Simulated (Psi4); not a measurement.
**Two attempts at CH2BF2 (SMILES [CH2]B(F)F)**

Wanted: a single-point energy of CH2BF2, RASSCF(5,6)/3-21G (density fitting for correlation, ex level 2, nat orbs yes).

The calculation is run with Psi4 1.11.

### 1 Starting point

CH2BF2: 6 atoms, total charge 0, spin state doublet. SMILES: `[CH2]B(F)F`. The coordinates come from a GFN2-xTB relaxation.

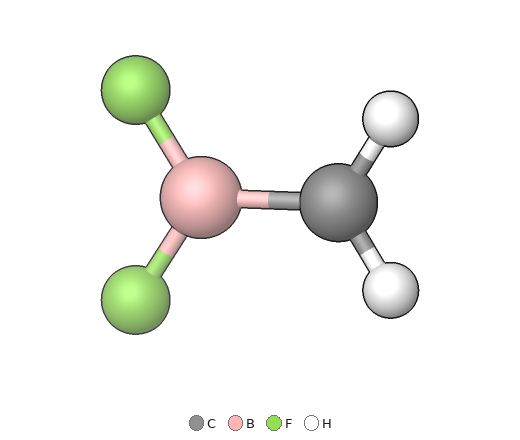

The structure, seen from a chosen angle (carbon grey, boron pink, fluorine green, hydrogen white).

### 2 First attempt

The input, input.dat:

```
memory 1.6 GB

molecule m {
  0 2
  C
  B 1 1.513526
  F 2 1.326604 1 122.93951
  F 2 1.326394 3 114.09562 1 -179.98134
  H 1 1.075389 2 122.32914 4 -0.09533
  H 1 1.07534 5 115.40045 2 179.93569
  symmetry c1
  no_reorient
  no_com
}

set {
  basis 3-21G
  reference rohf
  scf_type pk
  restricted_docc [13]
  mcscf_type df
  mcscf_algorithm ts
  mcscf_maxiter 40
  ras1 [1]
  ras2 [3]
  ras3 [2]
  ex_level 2
  nat_orbs true
  mcscf_r_convergence 0.0001
  mcscf_e_convergence 1e-07
  docc [17]
}

e, wfn = energy("rasscf", return_wfn=True)
```

On the command line:

```bash
$ psi4 -i input.dat -o output.dat -n 1
```

output.dat:

```text
Psi4 1.11 release

   => Loading Basis Set <=

    Name: 3-21G
    Role: ORBITAL
    Keyword: BASIS

RuntimeError:
Fatal Error: Got 17 alpha electrons, expected 16.
DOCC and SOCC must specify the occupation of all electrons or none.

Printing out the relevant lines from the Psithon --> Python processed input file:
    core.set_global_option("EX_LEVEL", 2)
    core.set_global_option("NAT_ORBS", "true")
    core.set_global_option("MCSCF_R_CONVERGENCE", 0.0001)
    core.set_global_option("MCSCF_E_CONVERGENCE", 1e-07)
    core.set_global_option("DOCC", [17])
--> e, wfn = energy("rasscf", return_wfn=True)

!----------------------------------------------------------------------------------!
!                                                                                  !
! Fatal Error: Got 17 alpha electrons, expected 16.                                !
! DOCC and SOCC must specify the occupation of all electrons or none.              !
!                                                                                  !
!----------------------------------------------------------------------------------!

    Psi4 run time: 0:00:00.04
```

It took 0.54 s on 1 thread of AMD EPYC 9R45 (Zen 5), shared host; peak memory 0.14 GiB.

### 3 Reading the log

The program refused the input.

The telling line is `Fatal Error: Got 17 alpha electrons, expected 16.`. The fault: the orbital occupation or active space doesn't match the electron count or the lowest state. To mend it: docc at its default in place of (17).

### 4 The mended input

The input, input.dat:

```
memory 1600 MB

molecule molecule1 {
  0 2
  C     -0.430490     0.632730    -0.252070
  B      0.378110    -0.555990     0.221080
  F      0.367530    -0.981520     1.477540
  F      1.159170    -1.264020    -0.583880
  H     -0.413650     0.970040    -1.273050
  H     -1.060670     1.198760     0.410380
  symmetry c1
  no_reorient
  no_com
}

set {
  basis 3-21G
  reference rohf
  scf_type pk
  restricted_docc [13]
  mcscf_type df
  mcscf_algorithm ts
  mcscf_maxiter 40
  ras1 [1]
  ras2 [3]
  ras3 [2]
  ex_level 2
  nat_orbs true
  mcscf_r_convergence 0.0001
  mcscf_e_convergence 1e-07
  diis_max_vecs 15
  diis false
  maxiter 60
}

energy("rasscf")
```

On the command line:

```bash
$ psi4 -i input.dat -o output.dat -n 1
```

output.dat:

```text
[...]
  Running in c1 symmetry.
[...]
  Nuclear repulsion =  103.188030532756869
[...]
  Multiplicity = 2
[...]
  Nalpha       = 16
  Nbeta        = 15
[...]
    Number of basis functions: 40
[...]
   @ROHF iter   1:  -261.23482915807972   -1.09905e+00   6.12147e-03
[...]
   @ROHF iter  25:  -261.28564453024080    3.41061e-13   7.09688e-09
[...]
    Orbital Energies [Eh]
    ---------------------
    Doubly Occupied:
       1A    -26.177538     2A    -26.177452     3A    -11.191570
       4A     -7.687841     5A     -1.628098     6A     -1.588207
       7A     -0.951893     8A     -0.785515     9A     -0.729315
      10A     -0.705994    11A     -0.692296    12A     -0.627719
      13A     -0.623789    14A     -0.590334    15A     -0.556100
    Singly Occupied:
      16A     -0.170532
[...]
Warning: iopen=0,opentype!=closed. Making iopen=1
[...]
      Warning! Maxstep = 0.89, scaling to 0.50
   @DF-MCSCF  4:   -261.323874293272   -5.1416e-03  1.38e-03  1.45e-06    7    1  TS, DIIS
[...]
   @DF-MCSCF Final Energy: -261.327951191702255
   ==> Energetics <==
    SCF energy =         -261.285644530240802
    Total MCSCF energy = -261.327951191702255
[...]
 Multipole Moments:
 ------------------------------------------------------------------------------------
     Multipole            Electronic (a.u.)      Nuclear  (a.u.)        Total (a.u.)
 ------------------------------------------------------------------------------------
 L = 1.  Multiply by 2.5417464519 to convert [e a0] to [Debye]
 Dipole X            :        -22.3698857           21.8709154           -0.4989703
 Dipole Y            :         32.9066630          -32.1718881            0.7347749
 Dipole Z            :        -13.0921554           12.7995875           -0.2925679
 Magnitude           :                                                    0.9351265
[...]
```

Run time: 1.5 s. Hardware: 1 thread of AMD EPYC 9R45 (Zen 5), shared host; peak memory 0.17 GiB.

### 5 What came out

At RASSCF(5,6)/3-21G (density fitting for correlation, ex level 2, nat orbs yes):

| quantity | value |
| --- | --- |
| total energy | -261.32795 Eh |
| dipole moment (correlated density) | 2.38 D |
